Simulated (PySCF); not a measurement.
CH4F6Si3, SMILES F[Si](F)(F)C[SiH2][Si](F)(F)F at its GFN2-xTB optimised geometry (Å):

```
14

F      1.6933    -0.6754     0.0000
Si     0.1063    -0.6754     0.0000
F     -0.2873    -1.5168     1.2847
F     -0.2950    -1.5979    -1.2268
C     -0.6103     1.0499     0.0000
Si    -0.1886     2.0394     1.5842
Si    -1.1957     1.0806     3.3934
F     -0.3306     0.0902     4.2828
F     -2.5216     0.2468     3.1144
F     -1.6954     2.1386     4.4728
H     -0.2381     1.5979    -0.8646
H     -1.6933     0.9959    -0.1162
H     -0.6897     3.4077     1.3689
H      1.2698     2.1057     1.7514
```

Calculation: CAM-B3LYP/def2-TZVP run with PySCF. Cells within 0.4 Å of a nucleus heavier than hydrogen are left out (blank, or x).

Map of the electrostatic potential (hartree/e), clipped to [-0.08, 0.12] on the plane z = 1.2 Å:

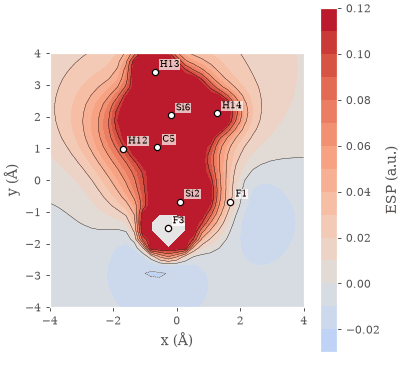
Electrostatic potential (hartree/e), clipped to [-0.08, 0.12] on the plane z = 1.2 Å.
